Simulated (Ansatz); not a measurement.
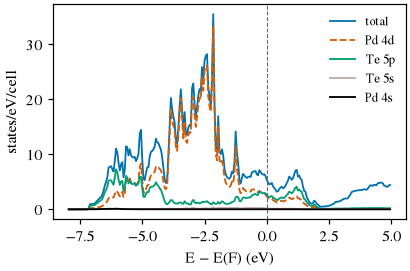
Figure. Total and projected density of states of Te$_{2}$Pd$_{3}$ in space group Cmcm (No. 63; Te on 4a, Te on 4c, Pd on 4c, Pd on 8f), plane-wave PAW r²SCAN (Ansatz code)

Problem. Which orbitals carry the states next to the Fermi level?

Solution. Within 0.5 eV of the Fermi level: Te 5p 47 %, Pd 4d 45 %, outside the projected shells 5 %. Projections are on Löwdin-orthogonalised atomic valence shells; empty p or d shells of many metals are not among them.

Problem. Where is the tallest occupied peak in this window, and what makes it?

Solution. Near -2.1 eV, about 36 states/eV per cell; the largest projected share is Pd 4d.

The first step of the workflow began from a Materials Project structure, measured or hypothetical; the Crystallography Open Database copy checked does not list it. Whether it is the stable phase at ambient conditions was not checked. The cell was relaxed with r²SCAN under the symmetry of its start; its stability against distortions is not shown here. No spin polarisation was allowed. Scalar-relativistic: spin–orbit coupling is off unless named, which matters more the heavier the elements.

Potentials: the later of the program's two PAW sets.
